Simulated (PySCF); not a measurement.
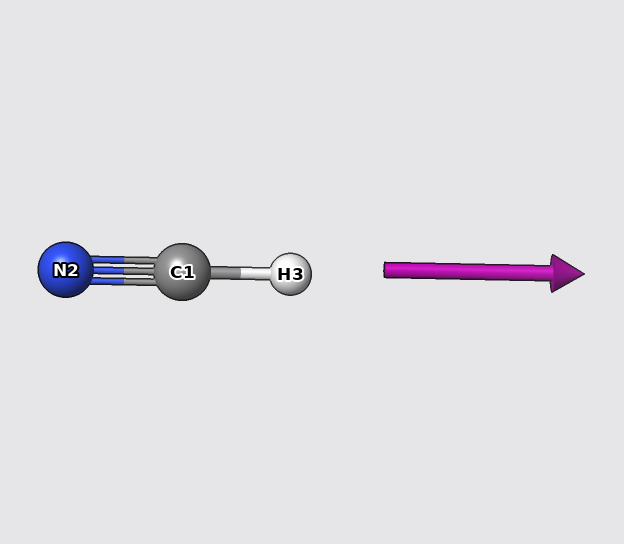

The arrow beside the molecule shows the direction of the dipole moment, from the negative to the positive end (its length means nothing). The geometry was computed by an optimisation with GFN2-xTB. No frequency run is at hand to confirm it as a minimum. Level of theory: B3LYP/def2-SVPD, gas phase (PySCF 2.14.0).

Q: Estimate the dipole moment.

A: 3.02 D; it points from the side of N2 to the side of H3 (the outermost atoms at the two ends).
